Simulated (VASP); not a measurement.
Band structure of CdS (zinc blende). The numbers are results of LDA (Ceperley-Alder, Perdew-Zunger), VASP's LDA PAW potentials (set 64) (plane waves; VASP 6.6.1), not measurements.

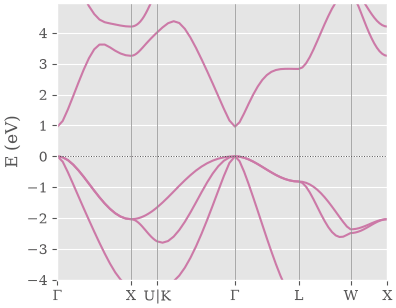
Fig. 1. Bands along high-symmetry lines, zero at the valence-band maximum or, without a gap, the Fermi level

Q: Read the plot: is there a gap, and where are the band edges?

A: The gap is direct, 0.96 eV, from the valence maximum at Γ to the conduction minimum at Γ. (Edges off the drawn lines would not show.)

Measured: gap 2.48 eV at 4 K (computed value off by -1.52 eV), as given by arXiv:1206.3780.

The compound is CdS in the zinc blende structure, a metastable form; wurtzite is the usual one. It was relaxed first.
